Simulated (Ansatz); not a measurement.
C2H3ClOSi (SMILES OC1=C[SiH]1Cl)

The calculation's input:

```
crystal:
  periodic: [false, false, false]
  atoms:
    - { symbol: O, position_ang: [1.6579, 0.3867, 0.9064] }
    - { symbol: C, position_ang: [0.5079, 0.6135, 0.1267] }
    - { symbol: C, position_ang: [-0.76, 0.2802, 0.4014] }
    - { symbol: Si, position_ang: [-0.138, -0.0946, -1.3014] }
    - { symbol: Cl, position_ang: [-0.1918, -2.1462, -1.1912] }
    - { symbol: H, position_ang: [1.3589, 0.6434, 1.8147] }
    - { symbol: H, position_ang: [-1.0598, -0.2077, 1.3066] }
    - { symbol: H, position_ang: [-1.2829, 0.4677, -2.119] }
basis:
  gaussian: { orbitals: "6-31G*" }
hamiltonian:
  xc: pbe
relax:
  f_tol: 0.015
  max_steps: 40
output:
  orbitals: {}
```

Run with:

```sh
ansatz run input.yaml --threads 1 --pin off --max-ram 2048MiB --backend cpu --events-out ev --progress --plain --runs-dir out
```

The fields are those of the run's last geometry, not of the input's.

Method: Ansatz 0.2.0, RKS PBE/6-31G*.

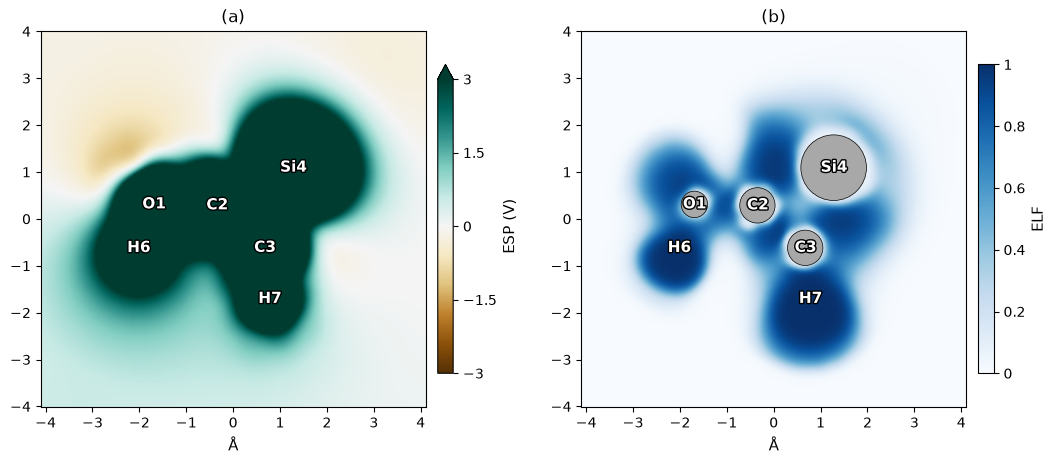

Figure 1. (a) molecular electrostatic potential; (b) electron localisation function on the plane of atoms O1, C2 and C3. Grey discs cover the atomic cores in the ELF map.

What does the map show?

Answer. Atoms in the plane: O, C, Si and H. C–O (1.34 Å): the ELF peaks at about 0.85 between the atoms; a polar covalent bond. C–C (1.36 Å): the ELF peaks at about 0.90 between the atoms: a covalent bond. C–Si (1.81 Å): the ELF peaks at about 0.75 between the atoms, as expected for a shared electron pair. O–H (0.99 Å): the ELF climbs to about 1 towards the hydrogen, as it does in any bond to H (a covalent bond by its length). C–H (1.09 Å): the ELF climbs to about 1 towards the hydrogen; a covalent bond by its length. The ELF also peaks beside O1, away from the bonds: lone-pair regions. Outside the dense part of the molecule the potential is most negative (−1.2 V) near O1.

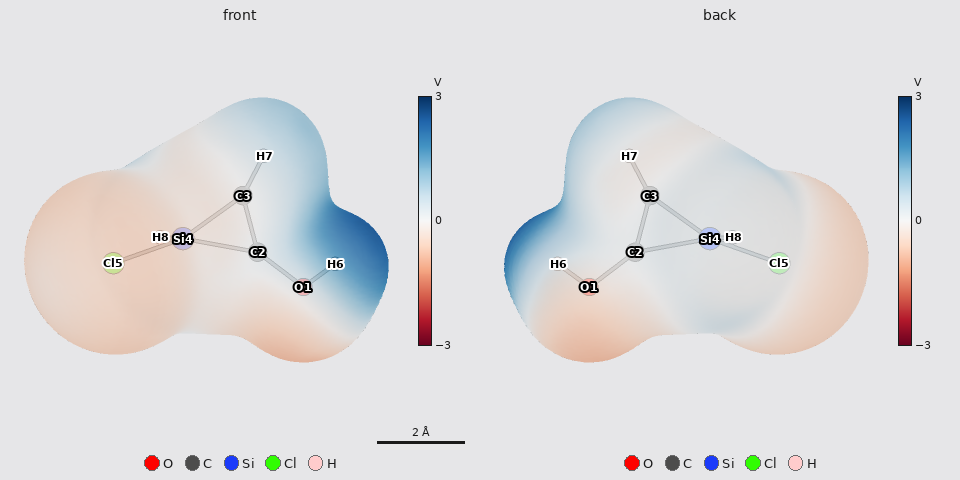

Figure 2. The electrostatic potential painted on the density surface at 0.001 e/bohr³, seen from the front and from behind; the colour scale runs from red (negative) to blue (positive).

Which sites attract a positive test charge, and which a negative one?

Answer. A positive charge is drawn to the negative regions and a negative charge to the positive ones. The most negative region (about −0.9 V) lies over O1, the most positive (about +2.4 V) over H6.

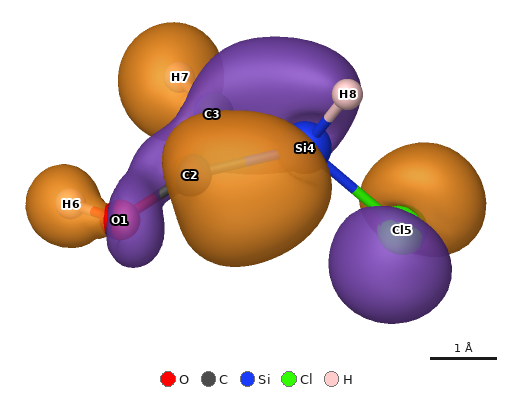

Figure 3. The HOMO−1 at ±0.08 Å⁻³ᐟ² (orange and purple are the two phases), seen at an oblique angle.

Describe this orbital and give its energy.

Answer. It lies mainly on C2 (about 25 %), Si4 (about 25 %), Cl5 (about 20 %) and C3 (about 15 %). Its energy is −6.60 eV.
